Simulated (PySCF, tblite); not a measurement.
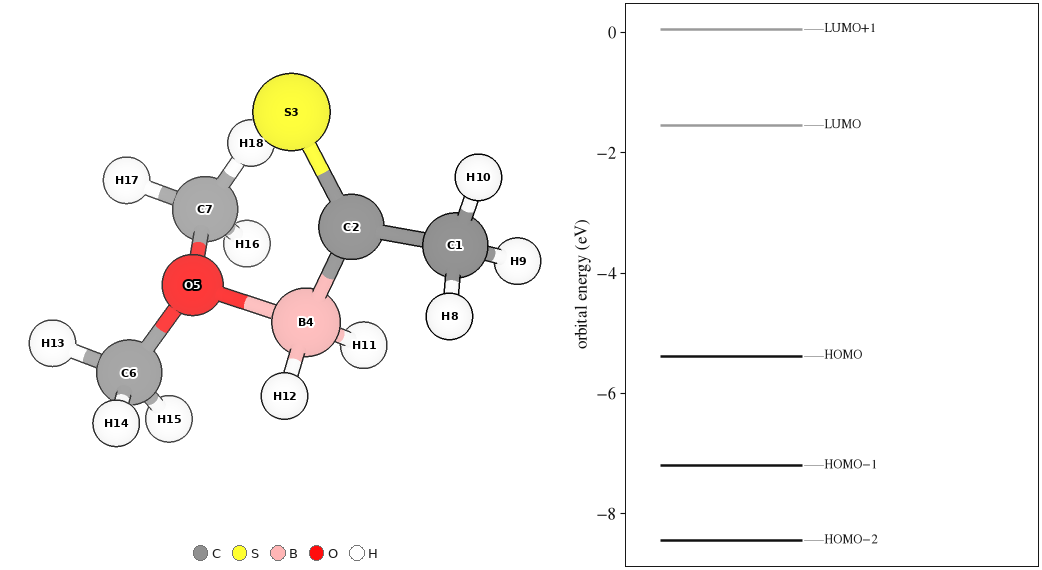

C₄H₁₁BOS, SMILES CC(=S)[BH2-][O+](C)C. Kohn-Sham orbital energies near the frontier, B3LYP/def2-SVPD in PySCF 2.14.0, at a GFN2-xTB geometry (a minimum by its frequencies), isolated molecule; empty levels in grey, levels within 0.03 eV side by side.

### Where do the frontier orbitals lie?

HOMO at −5.37 eV, LUMO at −1.54 eV, 3.83 eV apart.

### List the levels with the atoms that carry most of them (a dash for levels above zero or within 0.03 eV of another, where shares mean little).

| orbital | energy (eV) | Löwdin shares |
| --- | --- | --- |
| LUMO+1 | 0.06 | – |
| LUMO | −1.54 | C2 40 %, S3 38 %, C1 5 % |
| HOMO | −5.37 | S3 71 %, C2 11 %, C1 5 % |
| HOMO−1 | −7.20 | S3 50 %, C2 26 %, B4 7 % |
| HOMO−2 | −8.45 | S3 22 %, C2 21 %, B4 19 % |

Caveats: the tight-binding geometry is rougher than a DFT one and adds to the error; one conformer of a flexible molecule; empty levels above zero depend strongly on the basis.
